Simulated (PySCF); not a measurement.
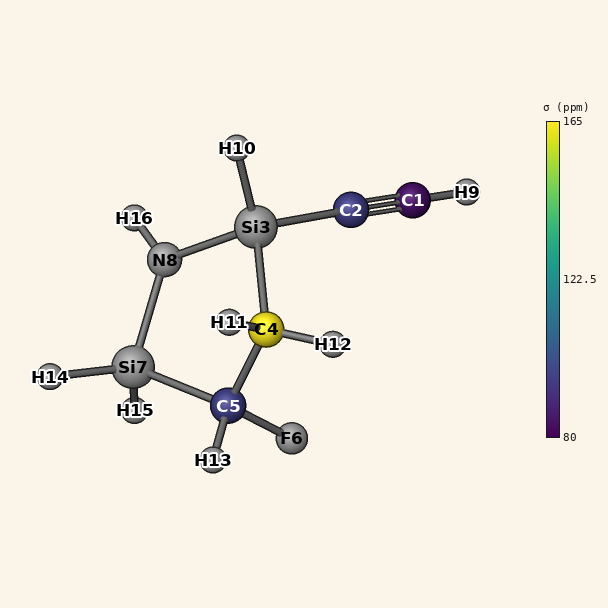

Atoms are coloured by their isotropic NMR shieldings (C only, the others grey). The computed structure is the end point of a GFN2-xTB optimisation. No frequency run is at hand to confirm it as a minimum. Properties computed with GIAO PBE0/pcSseg-1 NMR shielding, non-relativistic, gas phase (PySCF 2.14.0).

List the isotropic NMR shieldings of the C atoms.

```csv
atom,σ (ppm)
C1,84.3
C2,96.1
C4,164.2
C5,96.3
```

The geometry is semi-empirical. Around Si such bond lengths and angles can be off by a tenth of an ångström or more and by several degrees, and values that hang on the shape move with them.
